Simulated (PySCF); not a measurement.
**Sulfur: the same states on changed settings**

These states were run before on sound settings. What differs here: a valence shell is frozen, unsound on purpose. What does it move?

Program: PySCF 2.14.0. Level of theory: unrestricted determinants in a Gaussian basis, no spin-orbit coupling in the energies. These are calculated values, not measurements, unless marked.

## Step 1: Starting point

- Element: sulfur (Z = 16)
- Basis: x2c-SVPall (4s3p1d, 18 functions)
- Hamiltonian: the spin-free X2C one-electron Hamiltonian (Gaussian nucleus)
- State 1: S+: [Ne] 3s2 3p3, high-spin 4S determinant
- State 2: S(2+): [Ne] 3s2 3p2, high-spin 3P determinant
- Methods: MP2, CCSD(T)
- Core shells frozen in the correlated runs: valence: [Ne] 3s2 (for S+)

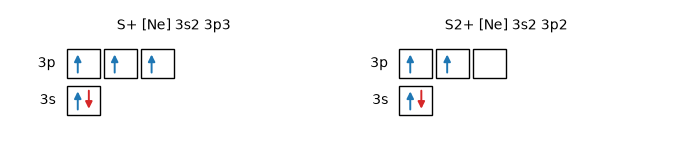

Occupation of the outer shells (arrows by Hund's rule).

The sound run (x2c-SVPall, the spin-free X2C one-electron Hamiltonian (Gaussian nucleus), symmetry-adapted start, fine grid, valence correlation) gave:

```
species             method  energy (hartree)
     S+                UHF        -398.09772
     S+               BP86        -398.70781
     S+               PBE0        -398.53449
     S+      MP2 (valence)        -398.16608
     S+  CCSD(T) (valence)        -398.18532
  S(2+)                UHF        -397.25993
  S(2+)               BP86        -397.84741
  S(2+)               PBE0        -397.67351
  S(2+)      MP2 (valence)        -397.31390
  S(2+)  CCSD(T) (valence)        -397.33623
```

The runs were made by one driver on top of PySCF. The scripts below sum up each run's settings (the driver also hands on starting orbitals that pick excited configurations, and frozen orbitals as a list rather than a count), and the logs come from the driver's own runs. The driver starts from symmetry-adapted Hartree-Fock orbitals, holds the occupation by maximum overlap and uses a logarithmic radial grid for functionals, so a plain start would take other cycles.

The driver's launch:

```sh
$ OMP_NUM_THREADS=1 python atomrun2.py TASK.json OUT
```

The integrals over 18 functions and the set-up took 0.01 s of CPU time.

## Step 2: Changed run, S+, method by method

Level: MP2 (valence).

input.py

```python
from pyscf import gto, scf, dft, mp, cc
import basis_set_exchange as bse
mol = gto.M(atom="S 0 0 0", charge=1, spin=3, symmetry="D2h",
            basis=gto.basis.parse(bse.get_basis("x2c-SVPall", elements=["S"], fmt="nwchem", header=False)),
            nucmod="G")
mf = scf.UHF(mol).sfx2c1e()
mf.irrep_nelec = {'Ag': (3, 3), 'B1u': (2, 1), 'B2u': (2, 1), 'B3u': (2, 1)}
mf.kernel()
mp.UMP2(mf, frozen=6).kernel()
```

This step left no log, only its results.

It took 0.01 s on 1 thread of Neoverse-N1, shared host, the integrals not counted.

With 3 electrons correlated, the MP2 correlation energy is -0.01625 hartree (-0.01625 same spin, 0.00000 opposite spin); the SCS form gives -0.00542. Largest pairs of shells: 3p-3p -0.0163.

Level: CCSD(T) (valence).

input.py, as changed from the run before:

```diff
@@ -8,2 +8,3 @@
 mf.kernel()
-mp.UMP2(mf, frozen=6).kernel()
+mycc = cc.CCSD(mf, frozen=6).run()
+mycc.ccsd_t()
```

Log:

```text
CC2 = 0
CCSD nocc = (np.int64(3), np.int64(0)), nmo = (12, 12)
frozen orbitals [[0, 1, 2, 3, 4, 5], [0, 1, 2, 3, 4, 5]]
max_cycle = 100
direct = 0
conv_tol = 1e-08
conv_tol_normt = 1e-06
diis_space = 8
diis_start_cycle = 0
Init t2, MP2 energy = -0.016251324884102
Init E_corr(UCCSD) = -0.0162513248893817
cycle = 1  E_corr(UCCSD) = -0.0202382463620802  dE = -0.00398692147  norm(t1,t2) = 0.0197042
cycle = 2  E_corr(UCCSD) = -0.0212003261216001  dE = -0.00096207976  norm(t1,t2) = 0.00493685
cycle = 3  E_corr(UCCSD) = -0.0215131116429627  dE = -0.000312785521  norm(t1,t2) = 0.00126209
cycle = 4  E_corr(UCCSD) = -0.0215108587596224  dE = 2.25288334e-06  norm(t1,t2) = 4.66962e-05
cycle = 5  E_corr(UCCSD) = -0.0215109499466594  dE = -9.1187037e-08  norm(t1,t2) = 1.49088e-06
cycle = 6  E_corr(UCCSD) = -0.0215109399070573  dE = 1.00396021e-08  norm(t1,t2) = 6.19572e-08
cycle = 7  E_corr(UCCSD) = -0.0215109376813229  dE = 2.22573445e-09  norm(t1,t2) = 2.24772e-08
UCCSD converged
E(UCCSD) = -398.1192328844992  E_corr = -0.02151093768132289
UCCSD(T) correction = -1.14557298772728e-05
```

Time after the integrals: 0.05 s (1 thread of Neoverse-N1, shared host).

CCSD correlation -0.02151 hartree, triples -0.00001; total -398.119244. T1 = 0.002, largest double amplitude 0.049.

## Step 3: Changed run, S(2+): the ladder of methods

Level: MP2 (valence).

input.py

```python
from pyscf import gto, scf, dft, mp, cc
import basis_set_exchange as bse
mol = gto.M(atom="S 0 0 0", charge=2, spin=2, symmetry="D2h",
            basis=gto.basis.parse(bse.get_basis("x2c-SVPall", elements=["S"], fmt="nwchem", header=False)),
            nucmod="G")
mf = scf.UHF(mol).sfx2c1e()
mf.irrep_nelec = {'Ag': (3, 3), 'B1u': (2, 1), 'B2u': (2, 1), 'B3u': (1, 1)}
mf.kernel()
mp.UMP2(mf, frozen=6).kernel()
```

No log was kept for this step.

It took 0.01 s on 1 thread of Neoverse-N1, shared host, the integrals not counted.

With 2 electrons correlated, the MP2 correlation energy is -0.00571 hartree (-0.00571 same spin, 0.00000 opposite spin); the SCS form gives -0.00190. Largest pairs of shells: 3p-3p -0.0057.

Level: CCSD(T) (valence).

input.py, as changed from the run before:

```diff
@@ -8,2 +8,3 @@
 mf.kernel()
-mp.UMP2(mf, frozen=6).kernel()
+mycc = cc.CCSD(mf, frozen=6).run()
+mycc.ccsd_t()
```

Log:

```text
CC2 = 0
CCSD nocc = (np.int64(2), np.int64(0)), nmo = (12, 12)
frozen orbitals [[0, 1, 2, 3, 4, 5], [0, 1, 2, 3, 4, 5]]
max_cycle = 100
direct = 0
conv_tol = 1e-08
conv_tol_normt = 1e-06
diis_space = 8
diis_start_cycle = 0
Init t2, MP2 energy = -0.00570692111035664
Init E_corr(UCCSD) = -0.00570692111080577
cycle = 1  E_corr(UCCSD) = -0.00736815160850812  dE = -0.0016612305  norm(t1,t2) = 0.0137279
cycle = 2  E_corr(UCCSD) = -0.00785024498810083  dE = -0.00048209338  norm(t1,t2) = 0.00403561
cycle = 3  E_corr(UCCSD) = -0.00804942431039478  dE = -0.000199179322  norm(t1,t2) = 0.00119711
cycle = 4  E_corr(UCCSD) = -0.00804896824678149  dE = 4.56063613e-07  norm(t1,t2) = 3.60944e-05
cycle = 5  E_corr(UCCSD) = -0.00804901342028795  dE = -4.51735065e-08  norm(t1,t2) = 1.07411e-06
cycle = 6  E_corr(UCCSD) = -0.00804900436014053  dE = 9.06014742e-09  norm(t1,t2) = 8.46216e-08
UCCSD converged
E(UCCSD) = -397.2679781669891  E_corr = -0.008049004360140529
```

It took 0.04 s on 1 thread of Neoverse-N1, shared host, the integrals not counted.

CCSD correlation -0.00805 hartree, triples 0.00000; total -397.267978. T1 = 0.001, largest double amplitude 0.056. With two correlated electrons the triples vanish and CCSD is exact in this space.

## Step 4: What moved

```
species             method  converged  energy less sound run (eV)
     S+      MP2 (valence)        yes                     +1.4178
     S+  CCSD(T) (valence)        yes                     +1.7981
  S(2+)      MP2 (valence)        yes                     +1.3134
  S(2+)  CCSD(T) (valence)        yes                     +1.8571
```

Ionisation energy of S+:

```
 method  sound run (eV)  changed run (eV)  shift (eV)
    UHF          22.798            22.798      +0.000
    MP2          23.189            23.084      -0.104
SCS-MP2          23.037            22.893      -0.144
   CCSD          23.103            23.164      +0.060
CCSD(T)          23.105            23.164      +0.059
```

## Step 5: What came out

```
                                 quantity                      value
                                   change  a valence shell is frozen
                           runs converged                     4 of 4
largest shift of a converged total energy                    1.86 eV
   largest shift of the ionisation energy        -0.144 eV (SCS-MP2)
```

The ionisation energy moves by up to 0.14 eV, at SCS-MP2. Freezing a valence shell removes pair correlation that changes on ionisation. The setting is unsound on purpose, so these numbers are no properties of the atom.
